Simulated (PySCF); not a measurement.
Geometry relaxation, with input and output: C4H4BFSi

C4H4BFSi, SMILES FBC#CC#C[SiH3], computed with PBE0-D3(BJ)/def2-SVP geometry optimisation, gas phase (PySCF 2.14.0).

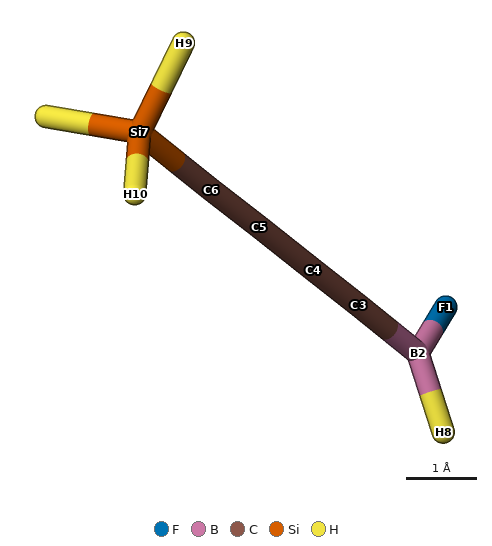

The structure as given in the input (stick view, seen at an oblique angle; atoms are numbered from 1 in the order of the input). Bond lengths as drawn: B–C 1.52 Å, B–F 1.34 Å, B–H 1.19 Å, C–C 1.16 to 1.39 Å, C–Si 1.83 Å and H–Si 1.46 to 1.48 Å.

**Key numbers**

- outcome: converged
- total energy: −568.216639 hartree
- dipole moment: 1.83 D
- point group: C1
- hardware: 1 CPU thread, shared host
- wall time: 51 s
- peak memory: 0.49 GiB

**Input**
```
{"job": {"xc": "PBE0", "basis": "def2-SVP", "d3": "d3bj", "grid": 1, "shake": 0.01, "kind": "geom"}, "charge": 0, "multiplicity": 1}
F      4.402170    -0.058970     1.534790
B      3.786810     0.299950     0.397350
C      2.284400     0.143200     0.246330
C      1.133730     0.027510     0.110100
C     -0.239670    -0.115600    -0.051160
C     -1.442940    -0.224260    -0.177390
Si    -3.255090    -0.415050    -0.376410
H      4.491050     0.728720    -0.466320
H     -3.618730    -1.772760     0.038170
H     -3.589780    -0.170690    -1.773920
H     -3.913850     0.572030     0.502810
```

The first line tells a small driver script what to run in PySCF; the rest is the geometry in Å.

Command:
```bash
OMP_NUM_THREADS=1 python <driver script> task.json out
```

**What the program printed**
```
step   0  E = -568.20671398  max force = 0.157066
step   1  E = -568.21581832  max force = 0.026302
step   2  E = -568.21624622  max force = 0.005913
step   3  E = -568.21642234  max force = 0.003069
step   4  E = -568.21651488  max force = 0.003550
step   5  E = -568.21657006  max force = 0.001152
step   6  E = -568.21662101  max force = 0.000874
step   7  E = -568.21663393  max force = 0.000775
step   8  E = -568.21663851  max force = 0.000286
optimisation converged
```

**Trajectory as extended XYZ (Å, eV, eV/Å), 9 frames, from step=0 to step=8**
```
11
Properties=species:S:1:pos:R:3:forces:R:3 step=0 energy=-15461.69223
F     4.4022   -0.0590    1.5348   -0.5171   0.1915  -0.6174
B     3.7868    0.2999    0.3973    0.5498  -0.3022   0.8528
C     2.2844    0.1432    0.2463    7.0799   0.6813   0.9583
C     1.1337    0.0275    0.1101   -8.0767  -0.8373  -1.0065
C    -0.2397   -0.1156   -0.0512    1.8022   0.2412   0.2431
C    -1.4429   -0.2243   -0.1774   -0.7685  -0.1182  -0.1106
Si   -3.2551   -0.4150   -0.3764    0.4001   0.1979   0.3800
H     4.4911    0.7287   -0.4663    0.0930   0.1456  -0.2984
H    -3.6187   -1.7728    0.0382   -0.1721  -0.4551   0.0787
H    -3.5898   -0.1707   -1.7739   -0.2212   0.0744  -0.6023
H    -3.9139    0.5720    0.5028   -0.1694   0.1809   0.1224
11
Properties=species:S:1:pos:R:3:forces:R:3 step=1 energy=-15461.93997
F     4.3327    0.2628    1.6626    0.1552  -0.1105   0.1670
B     3.8245    0.3572    0.4516   -0.0265   0.3643  -0.0804
C     2.3463    0.0810    0.2494   -1.3138  -0.1747  -0.1556
C     1.1230   -0.0474    0.0933    1.3525   0.1191   0.1339
C    -0.2196   -0.1782   -0.0680   -0.3274  -0.0486  -0.0400
C    -1.4348   -0.2897   -0.2069    0.1319   0.0248   0.0134
Si   -3.2518   -0.4484   -0.4011   -0.0659  -0.0369  -0.0528
H     4.5317    0.7585   -0.4412    0.0344  -0.1463  -0.0301
H    -3.6572   -1.8304   -0.0156    0.0108  -0.0009   0.0094
H    -3.6284   -0.1955   -1.8229    0.0297   0.0028   0.0239
H    -3.9261    0.5443    0.4826    0.0192   0.0071   0.0113
11
Properties=species:S:1:pos:R:3:forces:R:3 step=2 energy=-15461.95162
F     4.3793    0.2655    1.6550   -0.1277   0.0142   0.0561
B     3.8107    0.4028    0.4709    0.1612  -0.1822  -0.1922
C     2.3325    0.0962    0.2661   -0.2723   0.0928   0.1694
C     1.1219   -0.0505    0.1032    0.3041   0.0398   0.0082
C    -0.2233   -0.1924   -0.0657   -0.0670  -0.0238  -0.0165
C    -1.4366   -0.3044   -0.2093    0.0535   0.0086   0.0040
Si   -3.2540   -0.4564   -0.4092   -0.0311  -0.0240  -0.0147
H     4.5141    0.7470   -0.4481   -0.0301   0.0666  -0.0188
H    -3.6654   -1.8363   -0.0232   -0.0001   0.0032   0.0031
H    -3.6193   -0.1990   -1.8314    0.0053   0.0044   0.0008
H    -3.9196    0.5418    0.4755    0.0042   0.0003   0.0007
11
Properties=species:S:1:pos:R:3:forces:R:3 step=3 energy=-15461.95641
F     4.3476    0.2474    1.6579    0.0773   0.0533  -0.0293
B     3.8162    0.3958    0.4569   -0.0479  -0.1578   0.0499
C     2.3292    0.1153    0.2752    0.1082   0.1409   0.0018
C     1.1217   -0.0259    0.1159   -0.1542  -0.0398  -0.0544
C    -0.2244   -0.1738   -0.0558    0.0362  -0.0024   0.0117
C    -1.4357   -0.2949   -0.2040   -0.0018  -0.0033  -0.0052
Si   -3.2516   -0.4638   -0.4126    0.0043  -0.0047   0.0053
H     4.5274    0.7373   -0.4577   -0.0144   0.0168   0.0354
H    -3.6534   -1.8462   -0.0260   -0.0011   0.0013  -0.0037
H    -3.6105   -0.2074   -1.8360   -0.0024  -0.0012  -0.0080
H    -3.9263    0.5305    0.4698   -0.0041  -0.0030  -0.0034
11
Properties=species:S:1:pos:R:3:forces:R:3 step=4 energy=-15461.95893
F     4.3781    0.2428    1.6532   -0.0224  -0.0460  -0.0379
B     3.8187    0.3738    0.4629   -0.0177   0.1079   0.0322
C     2.3234    0.1316    0.2935    0.1825   0.0474   0.0811
C     1.1155   -0.0001    0.1319   -0.1806  -0.0653  -0.0623
C    -0.2295   -0.1514   -0.0457    0.0443   0.0137   0.0132
C    -1.4387   -0.2818   -0.2012   -0.0222  -0.0061  -0.0061
Si   -3.2519   -0.4698   -0.4220    0.0098   0.0087   0.0082
H     4.5140    0.7234   -0.4599    0.0102  -0.0521  -0.0160
H    -3.6429   -1.8555   -0.0361    0.0012  -0.0009  -0.0052
H    -3.6042   -0.2169   -1.8478   -0.0005  -0.0047  -0.0049
H    -3.9423    0.5183    0.4551   -0.0047  -0.0026  -0.0022
11
Properties=species:S:1:pos:R:3:forces:R:3 step=5 energy=-15461.96043
F     4.3824    0.2351    1.6532   -0.0117  -0.0205  -0.0086
B     3.8174    0.3791    0.4677    0.0098   0.0233  -0.0027
C     2.3218    0.1415    0.3025    0.0517   0.0520   0.0592
C     1.1135    0.0066    0.1376   -0.0578  -0.0438  -0.0396
C    -0.2303   -0.1469   -0.0426    0.0150   0.0086   0.0089
C    -1.4390   -0.2797   -0.2011   -0.0148  -0.0017  -0.0030
Si   -3.2512   -0.4715   -0.4264    0.0057   0.0045   0.0024
H     4.5132    0.7144   -0.4601    0.0033  -0.0169  -0.0099
H    -3.6395   -1.8582   -0.0418    0.0003  -0.0017  -0.0033
H    -3.6003   -0.2206   -1.8536    0.0003  -0.0027  -0.0015
H    -3.9477    0.5144    0.4483   -0.0020  -0.0011  -0.0018
11
Properties=species:S:1:pos:R:3:forces:R:3 step=6 energy=-15461.96182
F     4.3970    0.2110    1.6495    0.0056   0.0032   0.0045
B     3.8172    0.3778    0.4747    0.0144  -0.0435  -0.0172
C     2.3155    0.1702    0.3297   -0.0449   0.0383   0.0147
C     1.1073    0.0336    0.1590    0.0351  -0.0232  -0.0118
C    -0.2347   -0.1253   -0.0282   -0.0076   0.0056   0.0053
C    -1.4413   -0.2671   -0.1963   -0.0023   0.0048   0.0036
Si   -3.2492   -0.4767   -0.4389    0.0020   0.0004  -0.0008
H     4.5077    0.6876   -0.4659   -0.0022   0.0143   0.0013
H    -3.6265   -1.8673   -0.0574   -0.0006  -0.0012  -0.0008
H    -3.5864   -0.2316   -1.8700    0.0000  -0.0001   0.0012
H    -3.9663    0.5018    0.4275    0.0005   0.0013  -0.0001
11
Properties=species:S:1:pos:R:3:forces:R:3 step=7 energy=-15461.96217
F     4.4102    0.1946    1.6405    0.0033   0.0009  -0.0003
B     3.8179    0.3709    0.4735    0.0096  -0.0306  -0.0148
C     2.3119    0.1840    0.3443   -0.0399   0.0170   0.0018
C     1.1036    0.0480    0.1731    0.0377  -0.0139  -0.0015
C    -0.2380   -0.1118   -0.0158   -0.0097   0.0034   0.0016
C    -1.4434   -0.2575   -0.1892    0.0013   0.0062   0.0072
Si   -3.2484   -0.4774   -0.4434    0.0002  -0.0009  -0.0004
H     4.5011    0.6719   -0.4753   -0.0023   0.0145   0.0014
H    -3.6200   -1.8701   -0.0639   -0.0006   0.0003   0.0010
H    -3.5770   -0.2356   -1.8771   -0.0004   0.0011   0.0025
H    -3.9777    0.4972    0.4170    0.0010   0.0019   0.0015
11
Properties=species:S:1:pos:R:3:forces:R:3 step=8 energy=-15461.96229
F     4.4284    0.1751    1.6196   -0.0022  -0.0066  -0.0106
B     3.8198    0.3601    0.4625    0.0015   0.0007  -0.0061
C     2.3096    0.1924    0.3542   -0.0087  -0.0091  -0.0071
C     1.1008    0.0573    0.1873    0.0147  -0.0012   0.0060
C    -0.2415   -0.1006    0.0008   -0.0030  -0.0007  -0.0037
C    -1.4463   -0.2476   -0.1756    0.0023   0.0054   0.0106
Si   -3.2487   -0.4743   -0.4413   -0.0018  -0.0019   0.0010
H     4.4916    0.6577   -0.4954   -0.0020   0.0074  -0.0014
H    -3.6173   -1.8684   -0.0635   -0.0005   0.0017   0.0036
H    -3.5677   -0.2355   -1.8777   -0.0011   0.0021   0.0037
H    -3.9883    0.4981    0.4127    0.0009   0.0023   0.0039
```

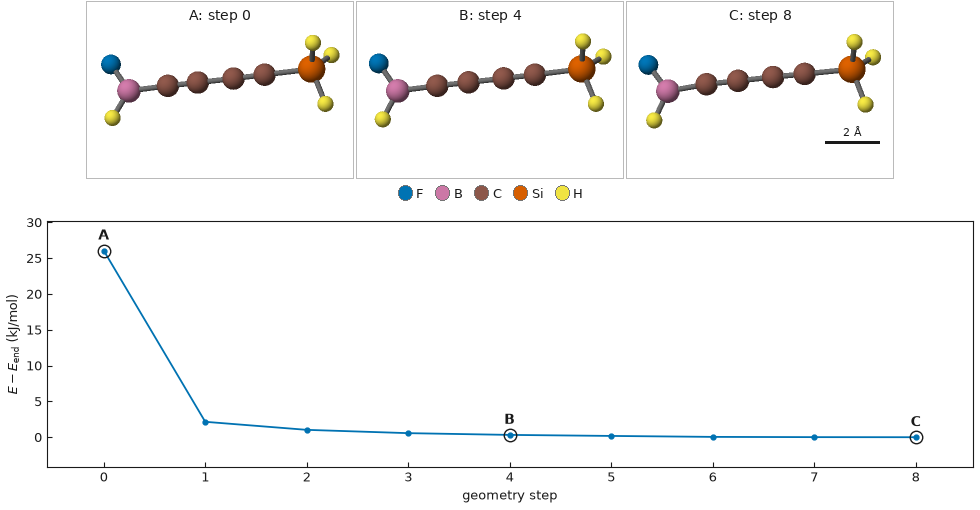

Frames of the relaxation (ball-and-stick view, seen at an oblique angle) above the curves, on which the letters mark them (steps are counted from 0).

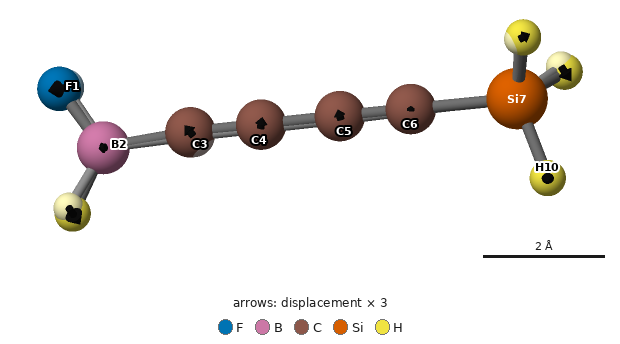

Start (faint) and end (solid) with the displacements as black arrows, magnified 3 times (ball-and-stick view, seen at an oblique angle). The two geometries are laid on each other by the best rigid fit. After 8 geometry steps the energy has fallen by 26.1 kJ/mol. Largest force component: 8.1 eV/Å at the start, 0.015 eV/Å at the end. The largest move after the best rigid fit is that of H8, 0.15 Å. Largest moves by element: H 0.15 Å, F 0.13 Å, C 0.08 Å, B 0.05 Å, Si 0.01 Å. Distances before and after: C3–C4 1.164 → 1.228 Å, Si7–H10 1.458 → 1.491 Å, C4–C5 1.390 → 1.364 Å, Si7–H9 1.465 → 1.491 Å. Among the angles that change: B2–C3–C4 179.0° → 176.3°, F1–B2–H8 116.0° → 118.3°. (Atoms are counted from 1 in the order of the input.)
